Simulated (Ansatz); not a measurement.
In doubt: masses and optical values from hybrid runs of this build are listed as unsure (in some of the runs), which bears on the screening that GW takes from such a start; one-shot GW on d or f shells is unsure (in some of the runs), so the values of those runs are not to be relied on.

System: BaNaCeBiO6 (F-43m).

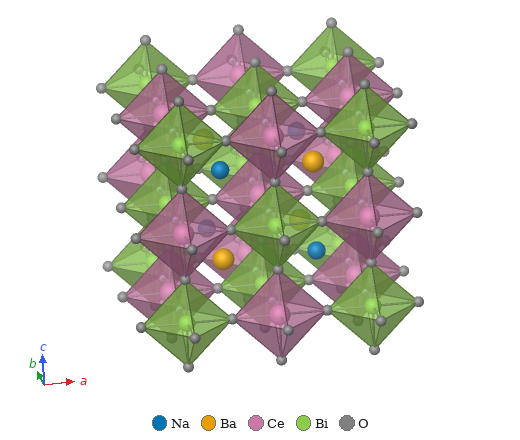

The structure (sodium blue, barium orange, cerium pink, bismuth green, oxygen grey). Some periodic images of atoms are drawn too.

```xyz
10
Lattice="0.0000 4.3461 4.3461 4.3461 0.0000 4.3461 4.3461 4.3461 0.0000" Properties=species:S:1:pos:R:3 pbc="T T T"
Na    2.1730    2.1730    2.1730
Ba    6.5191    6.5191    6.5191
Ce    4.3461    4.3461    4.3461
Bi    0.0000    0.0000    0.0000
O     2.1311    4.3461    4.3461
O     6.5610    4.3461    4.3461
O     4.3461    4.3461    6.5610
O     4.3461    4.3461    2.1311
O     4.3461    2.1311    4.3461
O     4.3461    6.5610    4.3461
```

The cell and positions are those that the Materials Project relaxed with its own functionals (PBE, PBE+U or r2SCAN), kept fixed. Spin-orbit coupling is left out unless a run names it.

Gaps computed with Ansatz 0.2.0 without a self-energy: HSE06 3.00 eV, r2SCAN 2.07 eV and PBE0 3.74 eV.

**Question.** What gap should G0W0 on HSE06 give (4×4×4 mesh, 900 empty bands, screening to 180 eV, PAW set soft_1 files)?

About 3.54 eV: on its mesh the run moves the gap from 3.00 eV by +0.54 eV. Among the scalar-relativistic levels given, PBE0 is nearest (+0.20 eV). Bands and cutoff are finite, so the gap is not at the basis limit. The miss can reach some tenths of an eV and take either sign; the mesh is an error of its own. Empty 4f levels lie among the conduction bands. Their place in the start is unsure; it enters the screening, and the edge itself where they lie low. The runs have no spin polarisation. For a closed low-spin shell that is the natural state; where a d or f shell is open it is a constraint, and the gap is then not the crystal's own. The compound holds f electrons or empty f levels, where one-shot G0W0 is unsure. The many-body steps are scalar-relativistic: spin-orbit coupling is not in them.

[Paths, hosts, dates, memory and timing lines, banners, echoed tables and standing remarks are left out of the program output.]

[Logs are printed without paths, hosts, clocks, repeated set-up lines and the standing remarks that a program may print on its own settings, such as how far it seeks lower states.]

[Runs of the session that timed out or met a known fault of the program may be left out.]

[Cells called generated may have been cut or substituted from an entry of the Crystallography Open Database or the Materials Project.]

[Hosts, paths, dates, database ids (printed as entryN), source tags and the programs' standing remarks are cut or masked in the printed files.]
